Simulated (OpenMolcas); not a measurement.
# One shape, several levels: C2F3 (trifluorovinyl radical)

We compute a comparison of 6 runs (UHF/STO-3G, UB3LYP/6-31G*, U-r2SCAN/aug-cc-pVDZ, UBHLYP/aug-cc-pVDZ, UM06-L/aug-cc-pVDZ, ROMP2/aug-cc-pVDZ) of C2F3 (trifluorovinyl radical). 

Program for the calculation: OpenMolcas 26.06.

### Step 1. The molecule

The species is C2F3 (5 atoms), meant as a doublet with charge 0. SMILES: `F[C]=C(F)F`. The coordinates come from a PBE0-D4/def2-TZVP relaxation.

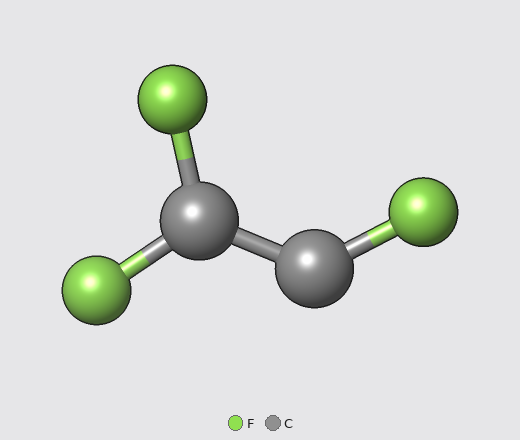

The structure, seen from a chosen angle (fluorine green, carbon grey).

### Step 2. Energy and gradient at UHF/STO-3G (run 1)

File calc.input:

```
&gateway
baslib = $CurrDir
basisset
F.STO-3G....
F1 0.577720 -1.033470 1.511080 angstrom
F4 -0.848620 -0.650470 -0.980670 angstrom
F5 -0.109540 1.397240 -0.972920 angstrom
End of Basis
basisset
C.STO-3G....
C2 0.506940 0.038840 0.785720 angstrom
C3 -0.126500 0.247860 -0.343200 angstrom
End of Basis
&seward
&scf
uhf
spin = 2
thresholds = 1e-10 1e-07 1e-07 1e-05
prorbitals = 1 2
&alaska
```

The basis set STO-3G is read from a file made from the Basis Set Exchange's data (not shown).

Command:

```console
$ export MOLCAS_MEM=1860
$ pymolcas calc.input > calc.log
```

The program printed:

```text
--- Start Module: gateway ---
[...]
--- Stop Module: gateway /rc=_RC_ALL_IS_WELL_ ---
[...]
      Basis functions           25
[...]
--- Start Module: scf ---
[...]
       Convergence after  23 Iterations
[...]
::    Total SCF energy                               -368.8019021681
[...]
      Total spin, S                                     0.6439039014
[...]
      Total electronic charge=   39.000000
      Total            charge=   -0.000000
[...]
      Dipole Moment (debye):
      Origin of the operator (angstrom)=   -0.0329   -0.0248   -0.0382
                   X=  2.8359E-01               Y=  1.4789E-01               Z=  3.6748E-01           Total=  4.8717E-01
      Quadrupole Moment (debye*angstrom):
[...]
--- Stop Module: scf /rc=_RC_ALL_IS_WELL_ ---
--- Start Module: alaska ---
[...]
 *              Molecular gradients               *
 **************************************************
  Irreducible representation: a
 ------------------------------------------------------------------------------------------
                              X                       Y                       Z
 ------------------------------------------------------------------------------------------
  F1               -3.89928199585210E-03    4.40976984323278E-02   -3.14097217005358E-02
  F4                3.06008014039492E-02    4.03210116830337E-02    2.57276357344605E-02
  F5               -2.11827150658106E-03   -5.31614704793650E-02    2.69976069230706E-02
  C2               -2.98203874352305E-02   -3.11493615406011E-02   -2.97241240224198E-02
  C3                5.23713953370422E-03   -1.07878095380598E-04    8.40860306542202E-03
 ------------------------------------------------------------------------------------------
--- Stop Module: alaska /rc=_RC_ALL_IS_WELL_ ---
[...]
```

It took 2 s on 1 thread of Arm Neoverse V2, shared host; peak memory 0.37 GiB.

### Step 3. Energy and forces at UB3LYP/6-31G(d) (spherical functions) (run 2)

File run.input:

```
* C2F3 Kohn-Sham DFT

&GATEWAY
 BasLib=$CurrDir
 Coord
 5
 angstrom
 F        0.577720      -1.033470       1.511080
 C        0.506940       0.038840       0.785720
 C       -0.126500       0.247860      -0.343200
 F       -0.848620      -0.650470      -0.980670
 F       -0.109540       1.397240      -0.972920
 Basis=6-31Gs
 Group=NoSym

&SEWARD
 GridInput
 Grid=UltraFine
 End of Grid

&SCF
 UHF
 Spin=2
 KSDFT=B3LYP
 Thresholds=1e-10 1e-07 1e-07 1e-05
 PrOrbitals=1 1

&ALASKA
```

The basis set 6-31G* is read from a file made from the Basis Set Exchange's data (not shown).

Command:

```console
$ export MOLCAS_MEM=1860
$ pymolcas run.input > run.log
```

The program printed:

```text
--- Start Module: gateway ---
[...]
--- Stop Module: gateway /rc=_RC_ALL_IS_WELL_ ---
[...]
      Basis functions           70
[...]
--- Start Module: scf ---
[...]
       Convergence after  18 Iterations
[...]
::    Total KS-DFT energy                            -375.5747491743
[...]
      Total spin, S                                     0.5049324280
[...]
      Total electronic charge=   39.000000
      Total            charge=   -0.000000
[...]
      Dipole Moment (debye):
      Origin of the operator (angstrom)=   -0.0329   -0.0248   -0.0382
                   X=  1.4487E-01               Y= -3.2407E-02               Z=  2.4934E-01           Total=  2.9018E-01
      Quadrupole Moment (debye*angstrom):
[...]
--- Stop Module: scf /rc=_RC_ALL_IS_WELL_ ---
[...]
--- Start Module: alaska ---
[...]
 *              Molecular gradients               *
 **************************************************
  Irreducible representation: a
 ------------------------------------------------------------------------------------------
                              X                       Y                       Z
 ------------------------------------------------------------------------------------------
  F1               -8.69262651369773E-04    1.33641179274768E-02   -9.02279431088360E-03
  C2               -4.20056849023442E-03   -1.21733691717738E-02    2.63692353382083E-04
  C3               -2.09909407999104E-03    1.42211956317118E-03   -4.15612412587030E-03
  F4                8.01409152458632E-03    1.06008630136607E-02    6.71437699824651E-03
  F5               -8.45166303021005E-04   -1.32137313325487E-02    6.20084908513618E-03
 ------------------------------------------------------------------------------------------
--- Stop Module: alaska /rc=_RC_ALL_IS_WELL_ ---
[...]
```

It took 29 s on 1 thread of Arm Neoverse V2, shared host; peak memory 0.41 GiB.

### Step 4. A single-point energy at U-r2SCAN/aug-cc-pVDZ (run 3)

File struct.xyz:

```xyz
5

F      0.577720    -1.033470     1.511080
C      0.506940     0.038840     0.785720
C     -0.126500     0.247860    -0.343200
F     -0.848620    -0.650470    -0.980670
F     -0.109540     1.397240    -0.972920
```

File mol.inp:

```
&gateway
 baslib = $CurrDir
 coord = struct.xyz
 basis = aug-cc-pVDZ
 group = NoSym

&seward
 gridinput
 Grid=UltraFine
 End of Grid

&scf
 uhf
 spin = 2
 ksdft = 2
 1.0 MGGA_X_R2SCAN
 1.0 MGGA_C_R2SCAN
 thresholds = 1e-10 1e-07 1e-07 1e-05
 prorbitals = 1 2
```

The basis set aug-cc-pVDZ is read from a file made from the Basis Set Exchange's data (not shown).

Command:

```console
$ export MOLCAS_MEM=1860
$ pymolcas mol.inp > mol.log
```

The program printed:

```text
--- Start Module: gateway ---
[...]
--- Stop Module: gateway /rc=_RC_ALL_IS_WELL_ ---
--- Start Module: seward ---
[...]
      Basis functions          115
--- Stop Module: seward /rc=_RC_ALL_IS_WELL_ ---
[...]
--- Start Module: scf ---
[...]
       Convergence after  18 Iterations
[...]
::    Total KS-DFT energy                            -375.4818027479
[...]
      Total spin, S                                     0.5086607150
[...]
      Total electronic charge=   39.000000
      Total            charge=   -0.000000
[...]
      Dipole Moment (debye):
      Origin of the operator (angstrom)=   -0.0329   -0.0248   -0.0382
                   X=  1.6425E-01               Y= -2.5712E-02               Z=  2.7638E-01           Total=  3.2254E-01
      Quadrupole Moment (debye*angstrom):
[...]
--- Stop Module: scf /rc=_RC_ALL_IS_WELL_ ---
[...]
```

Wall time 1.9 min (1 thread of Arm Neoverse V2, shared host); peak memory 0.7 GiB.

Runs 4 to 5 aren't shown in full; the table further down has their settings and results.

### Step 5. The energy at ROMP2/aug-cc-pVDZ (run 6)

File mol.inp:

```
&GATEWAY
 BasLib=$CurrDir
 Coord
 5
 angstrom
 F        0.577720      -1.033470       1.511080
 C        0.506940       0.038840       0.785720
 C       -0.126500       0.247860      -0.343200
 F       -0.848620      -0.650470      -0.980670
 F       -0.109540       1.397240      -0.972920
 Basis=aug-cc-pVDZ
 Group=NoSym

&SEWARD

&SCF
 UHF
 Spin=2
 Thresholds=1e-10 1e-07 1e-07 1e-05
 PrOrbitals=1 1

&RASSCF
 FileOrb=$Project.UnaOrb
 Spin=2
 Nactel=1 0 0
 Inactive=19
 Ras2=1
 OutOrbitals=Canonical
 OrbListing=Nothing

&CASPT2
 IPEA=0.0
 Frozen=5
```

The basis set aug-cc-pVDZ is read from a file made from the Basis Set Exchange's data (not shown).

Command:

```console
$ export MOLCAS_MEM=1860
$ pymolcas mol.inp > mol.log
```

The program printed:

```text
--- Start Module: gateway ---
[...]
--- Stop Module: gateway /rc=_RC_ALL_IS_WELL_ ---
[...]
      Basis functions          115
[...]
       Convergence after  19 Iterations
[...]
::    Total SCF energy                               -373.9690922962
[...]
      Total spin, S                                     0.5895956014
[...]
--- Start Module: rasscf ---
[...]
      Number of active orbitals                  1
[...]
      Spin quantum number                      0.5
[...]
      Active orbitals                            1
[...]
      Number of CSFs                             1
[...]
      Number of root(s) required                 1
[...]
      Convergence after 10 iterations
[...]
      printout of CI-coefficients larger than  0.05 for root  1
      energy=    -373.960774
      conf/sym  1     Coeff  Weight
             1  u   1.00000 1.00000
      Natural orbitals and occupation numbers for root  1
      sym 1:   1.000000
      ************************************************************************************************************************
      *                                                    Final results                                                     *
[...]
::    RASSCF root number  1 Total energy:   -373.96077377
[...]
      Total electronic charge=   39.000000
      Total            charge=   -0.000000
[...]
      Dipole Moment (debye):
      Origin of the operator (angstrom)=   -0.0329   -0.0248   -0.0382
                   X=  3.3579E-01               Y=  2.6030E-01               Z=  3.8639E-01           Total=  5.7429E-01
      Quadrupole Moment (debye*angstrom):
[...]
--- Stop Module: rasscf /rc=_RC_ALL_IS_WELL_ ---
[...]
--- Start Module: caspt2 ---
[...]
 ###    WARNING: User changed nr of frozen orbitals.                         ###
 ###############################################################################
[...]
      E2 (Variational):          -0.8433619614
      Total energy:            -374.8041357346
[...]
      Reference weight:           0.82266
[...]
::    CASPT2 Root  1     Total energy:   -374.80413573
[...]
--- Stop Module: caspt2 /rc=_RC_ALL_IS_WELL_ ---
[...]
```

It took 32 s on 1 thread of Arm Neoverse V2, shared host; peak memory 0.7 GiB.

### Step 6. The series

```csv
run,level,integration grid,task,energy (Eh),dipole moment (D),HOMO energy (eV),LUMO energy (eV),wall time
1,UHF/STO-3G,–,gradient,-368.801902,0.49,-7.80,6.38,2 s
2,UB3LYP/6-31G* (spherical functions),UltraFine,gradient,-375.574749,0.29,-6.86,-3.35,29 s
3,U-r2SCAN/aug-cc-pVDZ,UltraFine,energy,-375.481803,0.32,-6.47,-4.03,1.9 min
4,UBHLYP/aug-cc-pVDZ,UltraFine,gradient,-375.486739,0.47,-9.01,-2.47,93 s
5,UM06-L/aug-cc-pVDZ,UltraFine,energy,-375.595161,0.31,-6.40,-3.81,2 min
6,ROMP2/aug-cc-pVDZ,–,energy,-374.804136,–,–,–,32 s
```

### Step 7. Results

| quantity | value |
| --- | --- |
| run 6: total energy | -374.80414 Eh |

**Reading.** Over runs 1, 2, 3, 4, 5 the dipole moment (its size) runs from 0.29 D (UB3LYP/6-31G*) to 0.49 D (UHF/STO-3G). The two ends differ in method and basis. Totals of different functionals can't be ranked against each other. In run 1 the basis is minimal, so the values are rough. Spin contamination of the reference: run 1 ⟨S²⟩ = 1.06. All runs together took 6.5 min, the longest 2 min.
